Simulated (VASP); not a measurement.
Band structure of Mg3Sb2 (a-la2o3). Level of theory: r2SCAN meta-GGA with spin-orbit coupling, VASP's PBE PAW potentials (set 64) (plane waves; VASP).

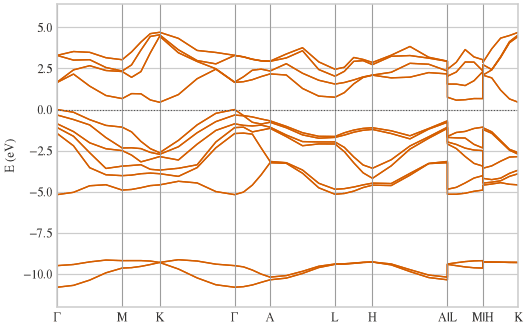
Figure. Bands along high-symmetry lines, zero at the valence-band maximum or, without a gap, the Fermi level

Read the plot: is there a gap, and where are the band edges?

The gap is indirect, 0.44 eV, from the valence maximum at Γ to the conduction minimum at (0.00, 0.40, 0.33).

The compound is Mg3Sb2 in the a-la2o3 structure. It was relaxed first.
